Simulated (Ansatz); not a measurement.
## WOF4 (SMILES O=[W](F)(F)(F)F): the vertical energy of the triplet above the singlet, rung by rung

WOF4 has 6 atoms, charge 0, and is taken as a singlet. As SMILES, `O=[W](F)(F)(F)F`. The coordinates come from a PBE0-D4/def2-TZVP relaxation.

```xyz
6

O    -1.6287   -0.2469   -0.4712
W    -0.0408   -0.0062   -0.0118
F    -0.1237    1.1673    1.4129
F     0.5347    1.4404   -1.0068
F     0.9587   -1.0408   -1.1714
F     0.2999   -1.3139    1.2482
```

Quantity: the vertical energy of the triplet above the singlet, in eV. The values are calculated.

```json
{"level": "HF/def2-SVP (core potential)", "kind": "Hartree–Fock", "program": "Ansatz", "value (eV)": "3.46", "CPU time (all runs)": "42 s"}
{"level": "SVWN5/def2-SVP (core potential)", "kind": "LDA", "program": "Ansatz", "value (eV)": "5.45", "CPU time (all runs)": "22 s"}
{"level": "PBE/def2-SVP (core potential)", "kind": "GGA", "program": "Ansatz", "value (eV)": "5.26", "CPU time (all runs)": "56 s"}
{"level": "revPBE/def2-SVP (core potential)", "kind": "GGA", "program": "Ansatz", "value (eV)": "5.24", "CPU time (all runs)": "59 s"}
{"level": "r2SCAN/def2-SVP (core potential)", "kind": "meta-GGA", "program": "Ansatz", "value (eV)": "5.29", "CPU time (all runs)": "3.1 min"}
{"level": "B3LYP/def2-SVP (core potential)", "kind": "global hybrid", "program": "Ansatz", "value (eV)": "5.26", "CPU time (all runs)": "34 s"}
{"level": "MP2/def2-SVP (core potential)", "kind": "perturbation theory", "program": "Ansatz", "value (eV)": "6.84", "CPU time (all runs)": "45 s"}
{"level": "CCSD/def2-SVP (core potential)", "kind": "coupled cluster or CI", "program": "Ansatz", "value (eV)": "5.46", "CPU time (all runs)": "5.6 min"}
```

Spin-orbit coupling, which can split open shells on such heavy atoms by tenths of an eV, is left out. The values span 3.46 to 6.84 eV. Times are those of the runs behind each value, whatever else they computed, on shared processors of several kinds: orders of magnitude only.

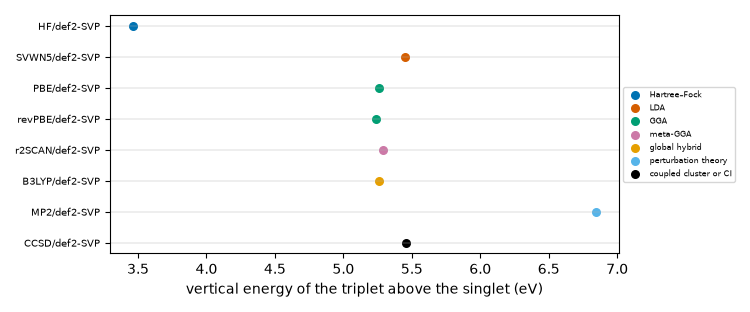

The values of the table, level by level.
